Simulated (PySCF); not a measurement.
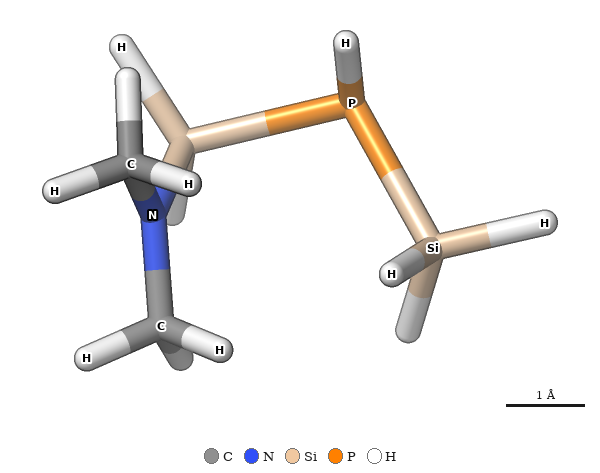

Figure 1. The input geometry (stick view, seen at a tilt). Bond lengths as drawn: C–H 1.10 to 1.11 Å, C–N 1.44 Å, H–P 1.42 Å, H–Si 1.48 to 1.49 Å, N–Si 1.78 Å and P–Si 2.26 to 2.28 Å.

## Run report: C2H12NPSi2 (charge +1), EPR calculation

The run: EPR calculation of C2H12NPSi2, charge +1, multiplicity 2. Method and program: UKS B3LYP, IGLO-III on C N P Si, pcH-1 on H, non-relativistic, mean-field spin-orbit, GIAO (PySCF 2.14.0).

It belongs to a series of runs on one base structure; here: electron removed.

**The input**
```
{"job": {"kind": "epr"}, "charge": 1, "multiplicity": 2}
C     -1.120286    -1.154317    -0.701215
N     -1.048363     0.196126    -0.203821
C     -1.654945     0.431580     1.084551
Si    -0.102180     1.459481    -1.028459
P      1.918771     1.353578    -0.029702
Si     2.450659    -0.857148     0.180991
H     -0.675215    -1.864004     0.019128
H     -2.180958    -1.439531    -0.825080
H     -0.615577    -1.249331    -1.671065
H     -1.218928    -0.233158     1.850451
H     -2.734072     0.202668     1.026422
H     -1.533392     1.477268     1.395870
H     -0.726517     2.769901    -0.732341
H      0.030556     1.066097    -2.449615
H      1.544290     1.673790     1.307103
H      1.475784    -1.512940     1.101920
H      2.349715    -1.418000    -1.193818
H      3.831994    -0.895776     0.723634
```

The first line tells a small driver script what to run in PySCF; the rest is the geometry in Å.

Launch command:
```bash
OMP_NUM_THREADS=1 python <driver script> task.json out
```

**What the program printed**
```
UKS, coarse grid
  cycle   1  E = -1058.38175112  |g| = 2.58e-01
  cycle   2  E = -1058.38702879  |g| = 2.06e-01
  cycle   3  E = -1058.40508762  |g| = 5.20e-02
  cycle   4  E = -1058.40628794  |g| = 2.54e-02
  cycle   5  E = -1058.40649965  |g| = 1.74e-02
  cycle   6  E = -1058.40666735  |g| = 6.29e-03
  cycle   7  E = -1058.40668585  |g| = 2.34e-03
  cycle   8  E = -1058.40668962  |g| = 6.62e-04
UKS, final grid
  cycle   1  E = -1058.40668576  |g| = 8.66e-04
  cycle   2  E = -1058.40668452  |g| = 1.93e-03
  cycle   3  E = -1058.40668614  |g| = 2.77e-04
  cycle   4  E = -1058.40668619  |g| = 1.68e-04
  cycle   5  E = -1058.40668622  |g| = 6.33e-05
  cycle   6  E = -1058.40668622  |g| = 1.63e-05
E = -1058.40668622 Eh   <S^2> = 0.7599 (exact 0.7500)
g shifts (ppm)      1          2          3
  rmc          -208       -208       -208
  gc             14         62         65
  oz_so         775       3317       4906
  total         581       3171       4763
hyperfine (MHz)  atom isotope    a_iso     a_fc   dipolar eigenvalues
    0   13C     -19.62     -19.65     -3.37      0.59      2.78
    1   14N      26.30      26.30    -28.06    -28.05     56.10
    2   13C     -19.11     -19.14     -2.98      0.65      2.34
    3  29Si      39.55      39.64     -2.44     -0.78      3.22
    4   31P     117.06     117.86   -143.11   -134.01    277.13
    5  29Si       4.12       4.16     -2.82      1.10      1.72
    6    1H      76.09      76.08     -4.13     -2.84      6.97
    7    1H     103.49     103.49     -4.71     -2.05      6.76
    8    1H       0.92       0.91     -3.51     -2.62      6.13
    9    1H      70.49      70.49     -3.72     -2.94      6.67
   10    1H      89.88      89.88     -4.62     -2.03      6.66
   11    1H       0.70       0.69     -3.72     -2.27      5.99
   12    1H      20.41      20.41     -2.34     -0.78      3.12
   13    1H      10.91      10.92     -2.41     -0.87      3.28
   14    1H      -6.01      -6.07     -7.47      1.82      5.66
   15    1H      24.73      24.73     -1.79     -0.44      2.23
   16    1H       1.73       1.73     -1.40     -0.55      1.95
   17    1H       8.09       8.09     -1.44     -0.72      2.16
```

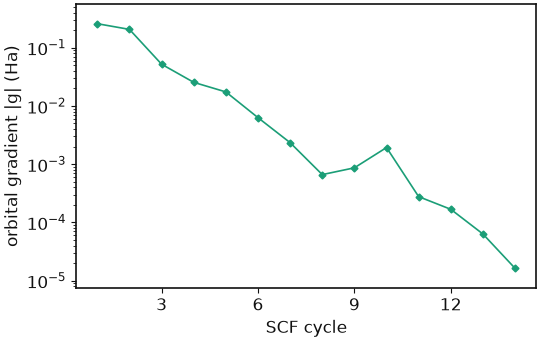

Figure 2. Convergence of the self-consistent field: orbital gradient |g| against the SCF cycle. All cycles printed in the log are drawn one after another.

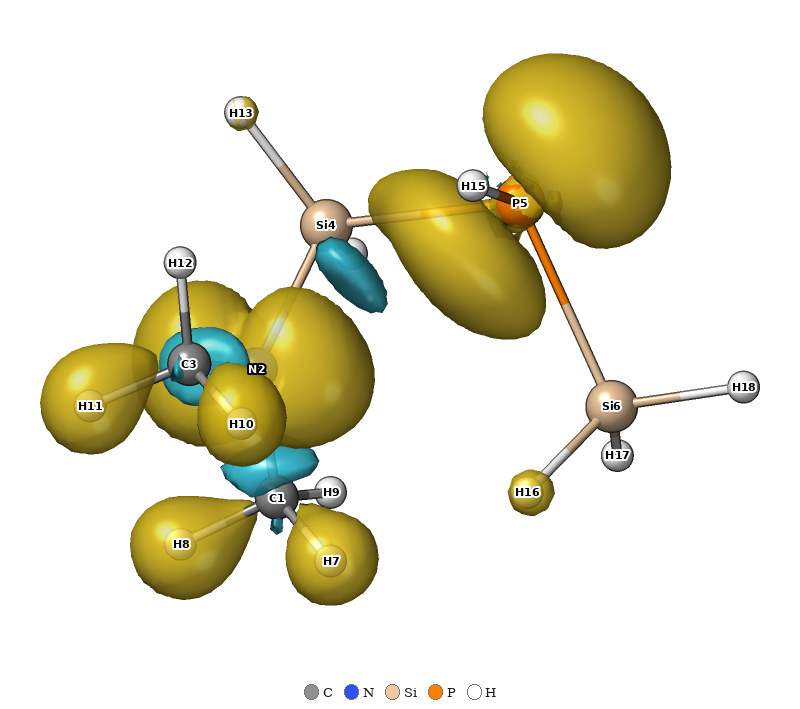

Figure 3. Isosurfaces of the spin density (α minus β) at +0.015 (yellow) and −0.015 e/Å³ (cyan), seen at a tilt. The unpaired spin (1 electron) lies mostly on N2 (about 0.4) and P5 (about 0.3), in electrons by Hirshfeld's partition.

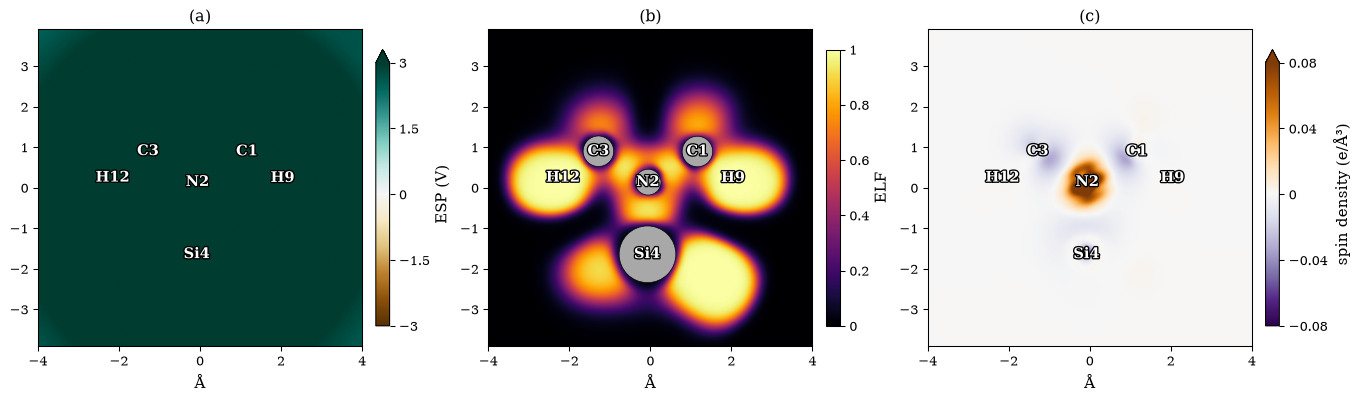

Figure 4. (a) molecular electrostatic potential; (b) electron localisation function; (c) spin density on the plane of atoms C3, N2 and Si4. Grey discs, where drawn, cover atomic cores. The plane passes through C, N, Si and H nuclei. The unpaired spin (1 electron) lies mostly on N2 (about 0.4) and P5 (about 0.3), in electrons by Hirshfeld's partition. The potential has no marked negative region in this plane.

**Results in brief**

```tsv
quantity	value
outcome	converged
total energy	−1058.406686 hartree
⟨S²⟩	0.760
isotropic g	2.0052
hardware	1 CPU thread, shared host
wall time	4.6 min
peak memory	1.2 GiB
```
